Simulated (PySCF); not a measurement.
**SiSe (SMILES [Si][Se]): CCSDT/STO-6G**

What is the vertical singlet–triplet gap of SiSe at CCSDT/STO-6G? 

The calculation is run with PySCF 2.14.0.

15 further runs of the same task are left out: 7 that didn't finish, 8 set aside as unsound or not needed.

### 1 The structure to begin with

SiSe has 2 atoms, charge 0, and is taken as a singlet. As SMILES, `[Si][Se]`. Geometry: a GFN2-xTB relaxation, a rough one for these elements and not checked as a minimum.

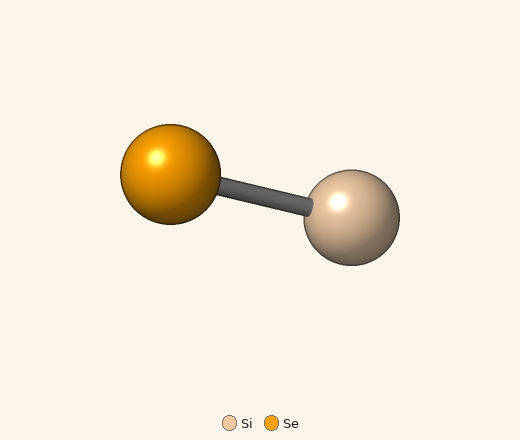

Viewed from a chosen angle; silicon light orange, selenium orange.

### 2 A single-point energy at CCSDT/STO-6G

Input file input.py:

```python
from pyscf import gto, scf, cc

mol = gto.M(
    atom=[
    ('Si', (0.000000, 0.000000, 0.000000)),
    ('Se', (0.000000, 0.000000, 2.124530)),
],
    basis='sto-6g',
    verbose=3,
    max_memory=1860,
    charge=0,
)

hf = scf.RHF(mol)
hf.conv_tol = 1e-10
hf.kernel()
if not hf.converged:
    hf = hf.newton().run(hf.mo_coeff, hf.mo_occ)

mycc = cc.CCSDT(hf, frozen=14)
mycc.kernel()
e_tot = mycc.e_tot
print('Final energy', e_tot)
```

Launch:

```sh
$ OMP_NUM_THREADS=1 python input.py
```

What it wrote:

```text
converged SCF energy = -2675.55410097398
_make_eris_incore_RCCSDT

WARN: A large `blksize` is being used, which may cause large memory consumption
      for storing contraction intermediates. If memory is sufficient, consider using
      `pyscf.cc.rccsdt_highm.RCCSDT` instead.

RCCSDT converged
E(RCCSDT) = -2675.648925161823   E_corr = -0.0948241878426338
E_corr(same-spin) = -0.0193283383864579
E_corr(oppo-spin) = -0.0754958494561759
Final energy -2675.648925161823
```

Wall time 1.9 s (1 thread of Arm Neoverse V1, shared host); peak memory 0.1 GiB.

### 3 The triplet, same level

Input file geometry.xyz:

```xyz
2
SeSi
Si     0.000000     0.000000     0.000000
Se     0.000000     0.000000     2.124530
```

Input file job.py:

```python
from pyscf import gto, scf, cc

mol = gto.M(
    atom='geometry.xyz',
    basis='sto-6g',
    spin=2,
    verbose=3,
    charge=0,
    max_memory=1860,
)

myscf = scf.UHF(mol)
myscf.conv_tol = 1e-10
myscf.kernel()
if not myscf.converged:
    myscf = myscf.newton().run(myscf.mo_coeff, myscf.mo_occ)

mycc = cc.CCSDT(myscf, frozen=14)
mycc.kernel()
e_tot = mycc.e_tot
print('E = %.10f Eh' % e_tot)
```

Launch:

```sh
$ OMP_NUM_THREADS=1 python job.py
```

What it wrote:

```text
WARN: HOMO -0.0391640306222411 >= LUMO -0.394334022617154

converged SCF energy = -2675.45789772689  <S^2> = 2.0326839  2S+1 = 3.0217107
_make_eris_incore_UCCSDT

WARN: A large `blksize_v_aaa` is being used, which may cause large memory consumption
      for storing contraction intermediates. If memory is sufficient, consider using
      `pyscf.cc.uccsdt_highm.UCCSDT` instead.

WARN: A large `blksize_v_aab` is being used, which may cause large memory consumption
      for storing contraction intermediates. If memory is sufficient, consider using
      `pyscf.cc.uccsdt_highm.UCCSDT` instead.

UCCSDT converged
E(UCCSDT) = -2675.519458185191   E_corr = -0.06156045830322405
E_corr(same-spin) = -0.0111835724167103
E_corr(oppo-spin) = -0.0503768858865138
E = -2675.5194581852 Eh
```

It took 2.8 s on 1 thread of Arm Neoverse V1, shared host; peak memory 0.11 GiB.

### 4 Summary of results

At CCSDT/STO-6G, 14 core orbitals frozen:

| quantity | value |
| --- | --- |
| singlet: total energy | -2675.64893 Eh |
| singlet: dipole moment (Hartree–Fock density) | 3.94 D |
| singlet: HOMO energy (Hartree–Fock orbitals) | -6.16 eV |
| singlet: LUMO energy (Hartree–Fock orbitals) | 5.22 eV |
| singlet: HOMO–LUMO gap (Hartree–Fock orbitals) | 11.38 eV |
| singlet: correlation energy (14 core orbitals frozen) | -94.8 mEh |
| singlet: T1 diagnostic | 0.027 |
| triplet: total energy | -2675.51946 Eh |
| triplet: dipole moment (Hartree–Fock density) | 4.00 D |
| triplet: HOMO energy (Hartree–Fock orbitals) (highest over α and β) | -4.01 eV |
| triplet: LUMO energy (Hartree–Fock orbitals) (lowest over α and β) | 2.35 eV |
| triplet: correlation energy (14 core orbitals frozen) | -61.6 mEh |
| triplet: ⟨S²⟩ of the reference determinant | 2.033 |
| triplet: T1 diagnostic | 0.032 |
| vertical energy of the triplet above the singlet | 3.523 eV |

**Reading.** At this shape the triplet lies 3.52 eV (340 kJ/mol) above the singlet. In a minimal basis such a difference can be off by several eV, whatever the method. The T1 diagnostic (singlet) of 0.027 is above the customary mark for such species, so a single reference may not serve.
